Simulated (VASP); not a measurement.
Band structure of ScTe (relaxed from the NiAs type structure, space group P6_3/mmc). Method: LDA (Ceperley-Alder, Perdew-Zunger), VASP's LDA PAW potentials (set 64) (plane waves; VASP).

Unless said otherwise, spin-orbit coupling is left out, though it shifts the bands of the heavy elements here.

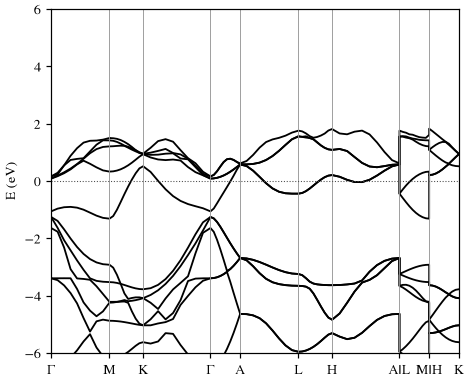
Bands along high-symmetry lines, zero at the valence-band maximum or, without a gap, the Fermi level

Question: Read the plot: is there a gap, and where are the band edges?

Answer: It has no gap at this level: it comes out as a metal or semimetal. (Edges off the drawn lines would not show.)

The structure was generated: ScTe was put into the NiAs type type (P6_3/mmc), which need not be its known phase. It was relaxed first, which changed the volume by -33 %. VASP warned that the highest band is occupied, so more bands are needed.
